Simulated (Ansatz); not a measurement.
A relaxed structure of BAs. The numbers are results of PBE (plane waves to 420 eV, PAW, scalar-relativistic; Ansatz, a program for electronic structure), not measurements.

F-43m (No. 216), cF8, zinc blende type; a = b = c = 4.8093 Å, α = β = γ = 90.00°.

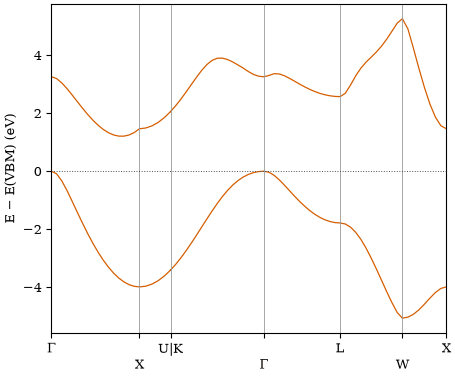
*Highest filled and lowest empty band along the path of this cell's Brillouin zone*

**Question.** Read off the gap and say whether it is direct.

**Answer.** 1.21 eV, indirect (valence top at Γ, conduction bottom at 82 % of the way from Γ to X) (no spin-orbit coupling).

**Question.** How far does the top valence band disperse along this path?

**Answer.** About 5.1 eV.

No spin polarisation in the result.

Measured for BAs: a 4.777 Å (room temperature; as listed in M J Lucero, T M Henderson, G E Scuseria, Journal of Physics Condensed Matter (2012)); gap 1.82 eV (room temperature; as listed in Joon Sang Kang et al., Applied Physics Letters (2019)). Computed minus measured — a: PBE +0.7 %; gap: PBE -0.61 eV. The computed values are for a static lattice, and a measured gap can be an optical one, lowered by exciton binding.

It was reached from a disturbed copy of a Fm-3m (No. 225) cell (rock salt type), against which it lies -0.90 eV/atom.
